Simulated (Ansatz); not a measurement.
**C$_{4}$H$_{11}$CuO$_{2}$ (SMILES CC(C)(C)[O][Cu-][OH2+]): density, localisation and related maps**

The calculation's input:

```
crystal:
  periodic: [false, false, false]
  atoms:
    - {symbol: C, position_ang: [1.149353, -0.037403, 1.116206]}
    - {symbol: C, position_ang: [0.485665, -0.532922, -0.169169]}
    - {symbol: C, position_ang: [1.500842, -1.325601, -0.992328]}
    - {symbol: C, position_ang: [-0.697398, -1.434847, 0.184447]}
    - {symbol: O, position_ang: [0.073879, 0.538690, -0.960253]}
    - {symbol: Cu, position_ang: [-1.116140, 1.739425, -0.393540]}
    - {symbol: O, position_ang: [-2.396004, 3.114179, 0.092154]}
    - {symbol: H, position_ang: [1.975805, 0.633275, 0.869353]}
    - {symbol: H, position_ang: [0.423930, 0.522748, 1.716863]}
    - {symbol: H, position_ang: [1.535515, -0.858838, 1.727800]}
    - {symbol: H, position_ang: [1.034224, -1.671140, -1.917464]}
    - {symbol: H, position_ang: [1.881244, -2.192893, -0.445217]}
    - {symbol: H, position_ang: [2.341975, -0.681379, -1.257830]}
    - {symbol: H, position_ang: [-1.194586, -1.766163, -0.730313]}
    - {symbol: H, position_ang: [-0.391241, -2.316731, 0.755832]}
    - {symbol: H, position_ang: [-1.424673, -0.875980, 0.784033]}
    - {symbol: H, position_ang: [-2.018802, 4.000141, 0.108044]}
    - {symbol: H, position_ang: [-3.163599, 3.145458, -0.488617]}
basis:
  gaussian: {orbitals: def2-TZVPP}
hamiltonian: {xc: pbe0, dispersion: d4}
output: {orbitals: {seedname: orbitals}}
```

Launched as:

```sh
ansatz run in.yaml --threads 2 --pin off --events-out ev --progress --plain --max-ram 22528MiB --backend cuda --devices 0, --max-vram 18GiB
```

Geometry: PBE0-D4/def2-TZVP.

All numbers below come from RKS PBE0-D4/def2-TZVPP (Ansatz).

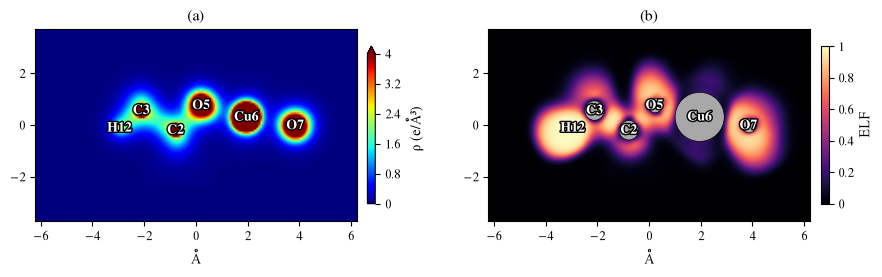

Figure 1. (a) total electron density; (b) electron localisation function on the plane of atoms C2, O5 and Cu6. Grey discs cover the atomic cores in the ELF map.

Question: What does the map show?

Answer: The section cuts through C, O, Cu and H sites. C–O (1.39 Å): the density is about 2.1 e/Å³ at the midpoint, with its minimum of 1.9 e/Å³ about 0.5 Å from C; the ELF peaks at about 0.90 between the atoms, as expected for a polar covalent bond. C–C (1.53 Å): the density is about 1.7 e/Å³ at the midpoint; the ELF peaks at about 0.95 between the atoms: localised, covalent bonding. Cu–O (1.78 Å): ρ at the midpoint is about 0.93 e/Å³; the ELF peaks at about 0.85 in the valence shell of O, 0.6 Å from its nucleus, and is about 0.20 at the midpoint. Cu–O (1.94 Å): ρ at the midpoint is about 0.57 e/Å³; the ELF peaks at about 0.90 in the valence shell of O, 0.6 Å from its nucleus, and is about 0.15 at the midpoint. C–H (1.09 Å): ρ is about 2 e/Å³ halfway; the ELF climbs to about 1 towards the hydrogen, as it does in any bond to H: an ordinary covalent bond to hydrogen.

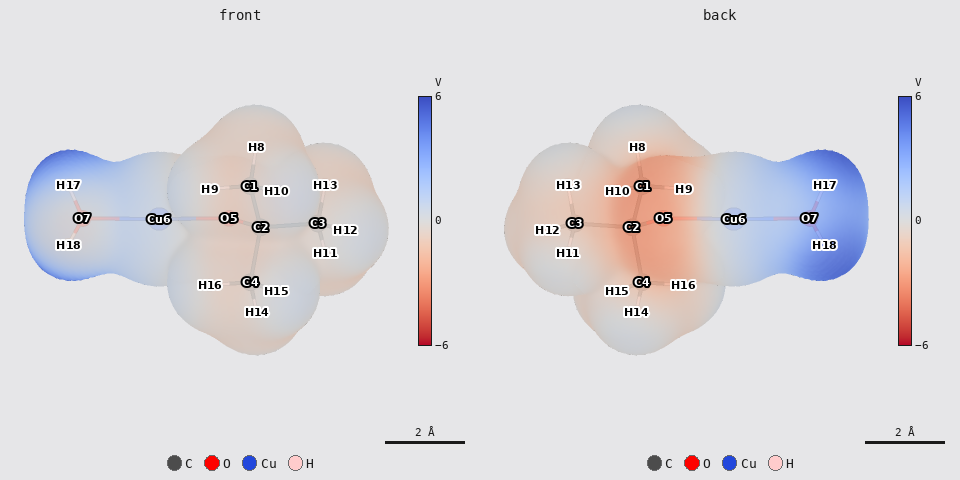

Figure 2. The electrostatic potential painted on the density surface at 0.004 e/bohr³, seen from the front and from behind; the colour scale runs from red (negative) to blue (positive).

Question: Which sites attract a positive test charge, and which a negative one?

Answer: A positive charge is drawn to the negative regions and a negative charge to the positive ones. The most negative region (about −2.8 V) lies over O5, the most positive (about +5.0 V) over H17 and H18. O5 is the likeliest acceptor of a hydrogen bond.

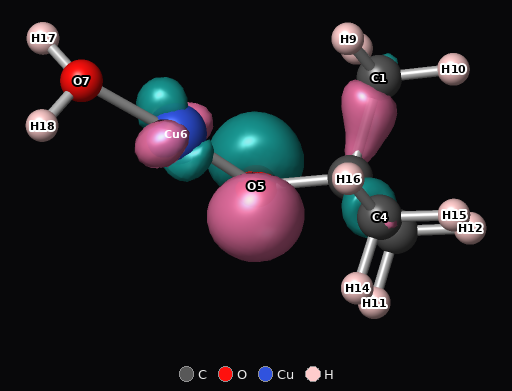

Figure 3. The HOMO at ±0.2 Å⁻³ᐟ² (teal and pink are the two phases), seen at a tilt.

Question: Where does this orbital lie, and at what energy?

Answer: Its weight (Hirshfeld) is mainly on O5 (about 55 %), Cu6 (about 20 %) and C2 (about 5 %). Its energy is −5.62 eV.

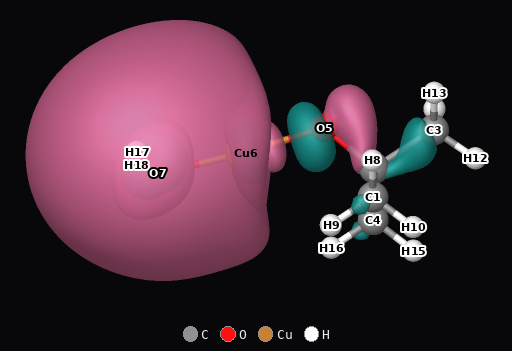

Figure 4. The LUMO at ±0.04 Å⁻³ᐟ² (teal and pink are the two phases), seen from one side.

Question: Describe this orbital and give its energy.

Answer: It lies mainly on Cu6 (about 35 %), H17 (about 20 %), H18 (about 20 %) and O7 (about 15 %). Its energy is −1.14 eV.
